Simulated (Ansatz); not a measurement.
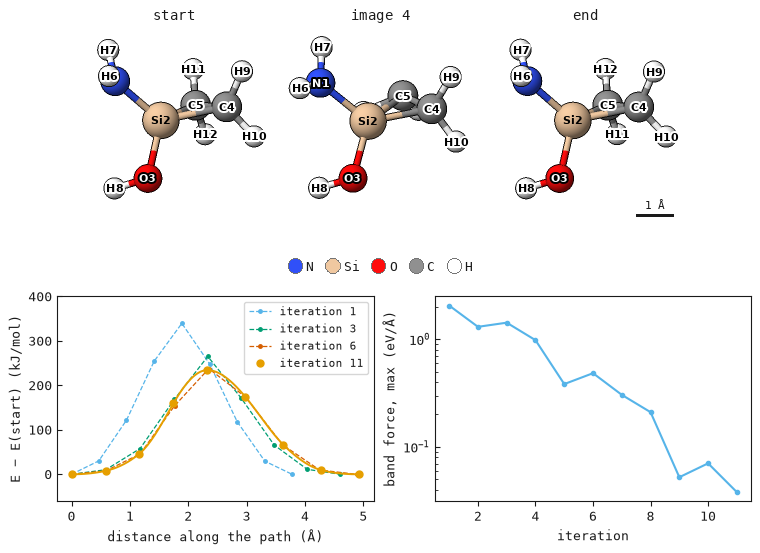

NEB run on C₂H₇NOSi. Images are numbered from 0 (start) to 8 (end). The plot follows the band through its iterations. A ball-and-stick model, seen at a tilt.

Theory: RKS B3LYP/def2-SVP (Ansatz). Run with 7 movable images; climbing image; force threshold 0.05 eV/Å; iteration limit 60; starting path by image-dependent pair potential.

Judge this run.

The result is final at these settings. The band converged in 11 iterations. The largest component of the band force went from 2.1 to 0.038 eV/Å. The climbing image converged on the top of the path. Its vibrational analysis gives one imaginary mode (806i cm⁻¹), as a transition state must have. The first iteration put the highest image at 339.5 kJ/mol. The two ends have the same energy, and the highest point, image 4, lies 234.4 kJ/mol above the start.

The run took 3.5 min on 2 threads of Arm Neoverse V1 (shared host), peak memory 0.24 GiB.
